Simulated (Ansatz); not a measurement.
**What do other settings change for 1/2<111> screw dislocation dipole in Li (150 atoms)?**

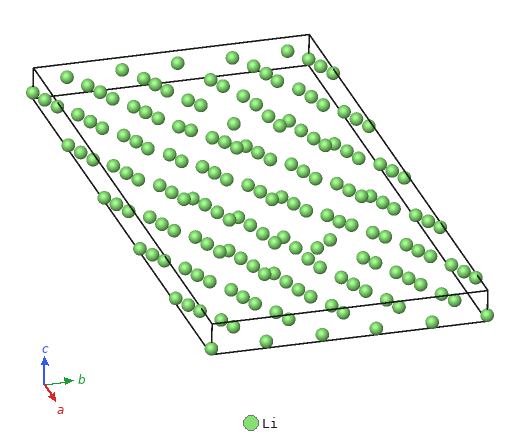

The cell (lithium green). Some periodic images of atoms are drawn too.

The cell holds 150 atoms: 150 Li. Cell: a = 42.989 Å, b = 24.866 Å, c = 3.040 Å, α = 93.5°, β = 90.0°, γ = 90.0°. It derives from Li (bcc). Bcc Li (a = 3.51 Å), x, y, z along [11-2], [-110], [111], 5 x 5 x 1 period; two opposite 1/2<111> screw dislocations along z, half a cell apart on one glide plane, laid by the isotropic elastic field summed over images, cell tilted by half the Burgers vector; not relaxed, displaced by a Gaussian of 0.02 Å.

Geometry: as built.

Reference run: Kohn-Sham DFT, PBE, PAW (set soft_2), plane waves (Ansatz 0.2.0), cutoff 420 eV, k-mesh 1×1×7, cold smearing of 0.15 eV.

* r.m.s. force component: 0.02613 eV/Å
* pressure: -0.8183 GPa
* spacing of highest filled and lowest empty level: 0.0088 eV
* SCF cycles: 7
* time: 8.5 min on 4 threads of Arm Neoverse V1, shared host

Variants, in no order:
A. support functions high
B. support functions medium, spacing 0.334 Å (grid laid 0.299 Å)
C. support functions medium

Q: Order the variants from the smallest to the largest r.m.s. change of the forces.

A, C, B.

```
                                                         variant  Δ force, r.m.s. (meV/Å)  share of r.m.s. force (%)
                                       A. support functions high                    0.069                          -
                                     C. support functions medium                     1.42                          -
B. support functions medium, spacing 0.334 Å (grid laid 0.299 Å)                     3.24                          -
```

The cell is under 6 Å thick along one periodic direction, so every atom has periodic images of itself close by, which move with it and show among its neighbours and in g(r).

[Logs are printed without paths, hosts, clocks, repeated set-up lines and the standing remarks that a program may print on its own settings, such as how far it seeks lower states.]

[Hosts, paths, dates, database ids (printed as entryN), source tags and the programs' standing remarks are cut or masked in the printed files.]
